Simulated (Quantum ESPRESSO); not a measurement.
# E(q) of NiO from supercells, part 2 of 2

Wanted: E(q) of NiO at simple fractions of a reciprocal vector.

Quantum ESPRESSO 7.5; LDA with U = 6 eV on Ni d (ortho-atomic projectors); plane waves with GBRV 1.5 LDA potentials, no spin-orbit coupling, flat spiral in a supercell.

So far: Set-up; Parallel moments, one cell; One turn in 2 cells along the input cell's c.

### Step 4. One turn in 3 cells along the input cell's c

Neighbouring cells are turned by 120° in the xy plane; the cell holds 6 atoms.

File pw.in:

```
&CONTROL
  calculation = 'scf'
  prefix = 'pwscf'
  outdir = './tmp'
  pseudo_dir = './pseudo'
  disk_io = 'nowf'
/
&SYSTEM
  ibrav = 0
  celldm(1) = 8
  nat = 6
  ntyp = 6
  ecutwfc = 34
  ecutrho = 238
  nbnd = 94
  occupations = 'smearing'
  smearing = 'fd'
  degauss = 0.00734986
  noncolin = .true.
  starting_magnetization(1) = 0.1111
  angle1(1) = 90
  angle2(1) = 0
  starting_magnetization(2) = 0.1111
  angle1(2) = 90
  angle2(2) = 119.999
  starting_magnetization(3) = 0.1111
  angle1(3) = 90
  angle2(3) = -119.999
  starting_magnetization(4) = 0
  starting_magnetization(5) = 0
  starting_magnetization(6) = 0
/
&ELECTRONS
  conv_thr = 6d-08
  electron_maxstep = 150
  mixing_beta = 0.3
/
ATOMIC_SPECIES
Ni1    58.6934 ni_lda_v1.4.uspp.F.UPF
Ni2    58.6934 ni_lda_v1.4.uspp.F.UPF
Ni3    58.6934 ni_lda_v1.4.uspp.F.UPF
O1     15.9990 o_lda_v1.2.uspp.F.UPF
O2     15.9990 o_lda_v1.2.uspp.F.UPF
O3     15.9990 o_lda_v1.2.uspp.F.UPF
CELL_PARAMETERS alat
   0.0000000000000    0.4927228531442    0.4927228531442
   0.4927228531442    0.0000000000000    0.4927228531442
   1.4781685594325    1.4781685594325    0.0000000000000
ATOMIC_POSITIONS crystal
Ni1     0.0000000000    0.0000000000    0.0000000000
Ni2     0.0000000000    0.0000000000    0.3333333333
Ni3     0.0000000000    0.0000000000    0.6666666667
O1      0.5000000000    0.5000000000    0.1666666667
O2      0.5000000000    0.5000000000    0.5000000000
O3      0.5000000000    0.5000000000    0.8333333333
K_POINTS automatic
6 6 4 0 0 0
HUBBARD {ortho-atomic}
U Ni1-3d 6.0000
U Ni2-3d 6.0000
U Ni3-3d 6.0000
```

On the command line:

```
$ OMP_NUM_THREADS=1 mpirun -n 4 pw.x -nk 4 -in pw.in > pw.out
```

Output:

```text
     [... lines left out ...]
Program PWSCF v.7.5 starts
     [... lines left out ...]
     number of atoms/cell      =            6
     [... lines left out ...]
     number of electrons       =        72.00
     number of Kohn-Sham states=           94
     kinetic-energy cutoff     =      34.0000  Ry
     charge density cutoff     =     238.0000  Ry
     scf convergence threshold =      6.0E-08
     [... lines left out ...]
     Noncollinear calculation without spin-orbit
     [... lines left out ...]
     No symmetry found
     [... lines left out ...]
     number of k points=   144  Fermi-Dirac smearing, width (Ry)=  0.0073
     [... lines left out ...]
     iteration # 14     ecut=    34.00 Ry     beta= 0.30
     [... lines left out ...]
     atom number    1 relative position :    0.0000   0.0000   0.0000
     [... lines left out ...]
     magnetization :          1.643724   -0.000037   -0.000098
     [... lines left out ...]
     atom number    2 relative position :    0.4927   0.4927   0.0000
[...]
magnetization :         -0.821898    1.423491   -0.000010
[...]
atom number    3 relative position :    0.9854   0.9854   0.0000
[...]
magnetization :         -0.821904   -1.423491    0.000040
[...]
atom number    4 relative position :    0.4927   0.4927   0.4927
     [... lines left out ...]
     magnetization :          0.051662    0.089484   -0.000007
     [... lines left out ...]
     atom number    5 relative position :    0.9854   0.9854   0.4927
     [... lines left out ...]
     magnetization :         -0.103333    0.000002    0.000002
     [... lines left out ...]
     atom number    6 relative position :    1.4782   1.4782   0.4927
     [... lines left out ...]
     magnetization :          0.051663   -0.089488   -0.000004
     [... lines left out ...]
     Tr[ns(  1)] (up, down, total) =   4.13136  4.13146  8.26283
     [... lines left out ...]
     Tr[ns(  2)] (up, down, total) =   4.13141  4.13142  8.26282
     [... lines left out ...]
     Tr[ns(  3)] (up, down, total) =   4.13143  4.13139  8.26282
     [... lines left out ...]
     the Fermi energy is    14.0295 ev
!    total energy              =   -1125.82438187 Ry
     estimated scf accuracy    <       0.00000003 Ry
     smearing contrib. (-TS)   =      -0.00000012 Ry
     [... lines left out ...]
     total magnetization       =    -0.00    -0.00    -0.00 Bohr mag/cell
     absolute magnetization    =     5.51 Bohr mag/cell
     convergence has been achieved in  14 iterations
```

Run time: 4.2 min. Hardware: 4 MPI ranks of Arm Neoverse V2, shared host; peak memory 1.1 GiB; 17 min of CPU time.

Spin moment in the atom's sphere by atom:

```tsv
atom	x (μB)	y (μB)	z (μB)	size
Ni1	1.64	0.00	0.00	1.64
Ni2	-0.82	1.42	0.00	1.64
Ni3	-0.82	-1.42	0.00	1.64
O4	0.05	0.09	0.00	0.10
O5	-0.10	0.00	0.00	0.10
O6	0.05	-0.09	0.00	0.10
```

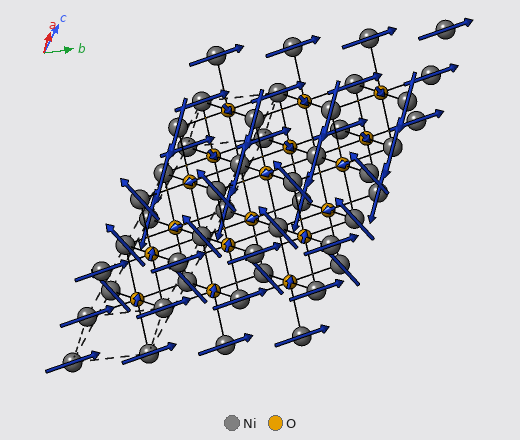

Spin moment in the atom's sphere as arrows, the longest 1.64 μB. Each arrow also spans its atom, so small moments look longer than they are. Bonds to atoms that aren't drawn are left out. 2×3×1 cells are drawn. Some periodic images of atoms are drawn too.

This step gave:

```
smearing term TS       : 1.64e-6 eV
magnetization          : 0, 0, 0 μB
absolute magnetization : 5.51 μB
final state            : non-collinear
```

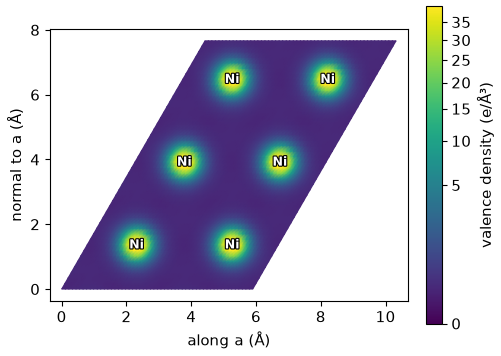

Valence density in the ac plane at fractional y = 0.000, with atoms of Ni within 0.2 Å of it. It is the smooth field of the valence electrons, not physical close to the nuclei. The map starts off the cell's origin, so that atoms lie inside it. The colour scale is stretched toward low values.

### Step 5. One turn in 4 cells along the input cell's c

Neighbouring cells are turned by 90° in the xy plane; the cell holds 8 atoms.

File pw.in:

```
&CONTROL
  calculation = 'scf'
  prefix = 'pwscf'
  outdir = './tmp'
  pseudo_dir = './pseudo'
  disk_io = 'nowf'
/
&SYSTEM
  ibrav = 0
  celldm(1) = 8
  nat = 8
  ntyp = 8
  ecutwfc = 34
  ecutrho = 238
  nbnd = 122
  occupations = 'smearing'
  smearing = 'fd'
  degauss = 0.00734986
  noncolin = .true.
  starting_magnetization(1) = 0.1111
  angle1(1) = 90
  angle2(1) = 0
  starting_magnetization(2) = 0.1111
  angle1(2) = 90
  angle2(2) = 90
  starting_magnetization(3) = 0.1111
  angle1(3) = 90
  angle2(3) = 180
  starting_magnetization(4) = 0.1111
  angle1(4) = 90
  angle2(4) = -90
  starting_magnetization(5) = 0
  starting_magnetization(6) = 0
  starting_magnetization(7) = 0
  starting_magnetization(8) = 0
/
&ELECTRONS
  conv_thr = 8d-08
  electron_maxstep = 150
  mixing_beta = 0.3
/
ATOMIC_SPECIES
Ni1    58.6934 ni_lda_v1.4.uspp.F.UPF
Ni2    58.6934 ni_lda_v1.4.uspp.F.UPF
Ni3    58.6934 ni_lda_v1.4.uspp.F.UPF
Ni4    58.6934 ni_lda_v1.4.uspp.F.UPF
O1     15.9990 o_lda_v1.2.uspp.F.UPF
O2     15.9990 o_lda_v1.2.uspp.F.UPF
O3     15.9990 o_lda_v1.2.uspp.F.UPF
O4     15.9990 o_lda_v1.2.uspp.F.UPF
CELL_PARAMETERS alat
   0.0000000000000    0.4927228531442    0.4927228531442
   0.4927228531442    0.0000000000000    0.4927228531442
   1.9708914125767    1.9708914125767    0.0000000000000
ATOMIC_POSITIONS crystal
Ni1     0.0000000000    0.0000000000    0.0000000000
Ni2     0.0000000000    0.0000000000    0.2500000000
Ni3     0.0000000000    0.0000000000    0.5000000000
Ni4     0.0000000000    0.0000000000    0.7500000000
O1      0.5000000000    0.5000000000    0.1250000000
O2      0.5000000000    0.5000000000    0.3750000000
O3      0.5000000000    0.5000000000    0.6250000000
O4      0.5000000000    0.5000000000    0.8750000000
K_POINTS automatic
6 6 3 0 0 0
HUBBARD {ortho-atomic}
U Ni1-3d 6.0000
U Ni2-3d 6.0000
U Ni3-3d 6.0000
U Ni4-3d 6.0000
```

Output:

```text
     [... lines left out ...]
Program PWSCF v.7.5 starts
     [... lines left out ...]
     number of atoms/cell      =            8
     [... lines left out ...]
     number of electrons       =        96.00
     number of Kohn-Sham states=          122
     kinetic-energy cutoff     =      34.0000  Ry
     charge density cutoff     =     238.0000  Ry
     scf convergence threshold =      8.0E-08
     [... lines left out ...]
     Noncollinear calculation without spin-orbit
     [... lines left out ...]
     No symmetry found
     [... lines left out ...]
     number of k points=   108  Fermi-Dirac smearing, width (Ry)=  0.0073
     [... lines left out ...]
     iteration # 15     ecut=    34.00 Ry     beta= 0.30
     [... lines left out ...]
     atom number    1 relative position :    0.0000   0.0000   0.0000
     [... lines left out ...]
     magnetization :          1.659897    0.000009    0.000244
     [... lines left out ...]
     atom number    2 relative position :    0.4927   0.4927   0.0000
[...]
magnetization :         -0.000108    1.659904   -0.000033
[...]
atom number    3 relative position :    0.9854   0.9854   0.0000
[...]
magnetization :         -1.659898    0.000098    0.000198
[...]
atom number    4 relative position :    1.4782   1.4782   0.0000
[...]
magnetization :          0.000040   -1.659898   -0.000041
[...]
atom number    5 relative position :    0.4927   0.4927   0.4927
[...]
magnetization :          0.108572    0.108578    0.000014
[...]
atom number    6 relative position :    0.9854   0.9854   0.4927
[...]
magnetization :         -0.108587    0.108583    0.000011
     [... lines left out ...]
     atom number    7 relative position :    1.4782   1.4782   0.4927
     [... lines left out ...]
     magnetization :         -0.108576   -0.108571    0.000011
     [... lines left out ...]
     atom number    8 relative position :    1.9709   1.9709   0.4927
     [... lines left out ...]
     magnetization :          0.108580   -0.108577    0.000014
     [... lines left out ...]
     Tr[ns(  1)] (up, down, total) =   4.12716  4.12691  8.25407
     [... lines left out ...]
     Tr[ns(  2)] (up, down, total) =   4.12702  4.12705  8.25406
     [... lines left out ...]
     Tr[ns(  3)] (up, down, total) =   4.12714  4.12694  8.25408
     [... lines left out ...]
     Tr[ns(  4)] (up, down, total) =   4.12702  4.12706  8.25407
     [... lines left out ...]
     the Fermi energy is    14.0763 ev
!    total energy              =   -1501.09016489 Ry
     estimated scf accuracy    <       0.00000004 Ry
     smearing contrib. (-TS)   =      -0.00000052 Ry
     [... lines left out ...]
     total magnetization       =    -0.00     0.00     0.00 Bohr mag/cell
     absolute magnetization    =     7.58 Bohr mag/cell
     convergence has been achieved in  15 iterations
```

Run time: 7.6 min. Hardware: 4 MPI ranks; peak memory 1.4 GiB.

Numbers from this step:

| Item | Value |
| --- | --- |
| smearing term TS | 7.08e-6 eV |
| magnetization | 0, 0, 0 μB |
| absolute magnetization | 7.584 μB |
| final state | non-collinear |
| largest moment | 1.660 μB |

### Step 6. The spirals together

Spirals:

```tsv
q along the reciprocal vector	energy less that at q = 0 (meV a seeded atom)	largest site moment (μB)	typed angles kept	CPU time (s)
0	0	1.697	yes	61.96
0.25	-69.04	1.66	yes	1816
0.3333	-99.69	1.644	yes	1017
0.5	-128.1	1.629	yes	344.1
```

The energy less that at q = 0, self-consistent by path:

```tsv
path (Å⁻¹)	energy less that at q = 0, self-consistent (meV a seeded atom)
0.000	0
0.652	-69.0
0.870	-99.7
1.304	-128
```

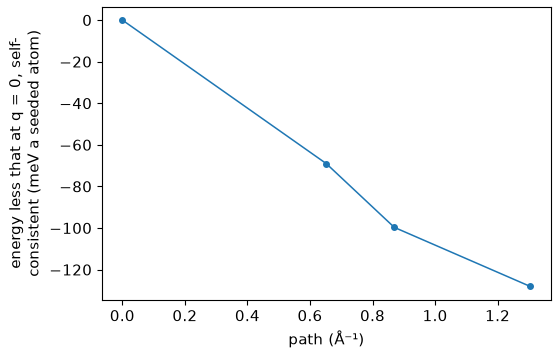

Energy less that at q = 0, self-consistent, plotted against path.

### Step 7. What came out

```
lowest point  : q = 0.5 along c*, -128 meV a seeded atom
highest point : q = 0, 0 meV a seeded atom
```

**Reading.** The state at q = 0.5 lies 128 meV a seeded atom under the parallel one, with neighbouring cells opposed. The moment changes by 4.0 % between the spirals. The cell of 4 repeats took 29 times the CPU time of the single cell, though its mesh is shorter in proportion. Here c and c* are vectors of the cell in the input, which need not be the conventional cell, and only this direction was probed. The mesh is coarse, so differences of some ten meV can be noise in a metal. Energies are free energies at an electronic temperature of 1160 K, which lowers moments and differences where the moments are itinerant. The cutoff lies under the 40 Ry that these files are usually run at.

[Logs and program files are shortened in this print: banners, set-up blocks, solver, clock and traceback lines can be left out without a mark of their own.]

[Logs are printed without paths, hosts, clocks, repeated set-up lines and the standing remarks that a program may print on its own settings, such as how far it seeks lower states.]

[Hosts, paths, dates, database ids (printed as entryN), source tags and the programs' standing remarks are cut or masked in the printed files.]

[Where a cell is said to come from a database of computed structures, the database is the Materials Project.]
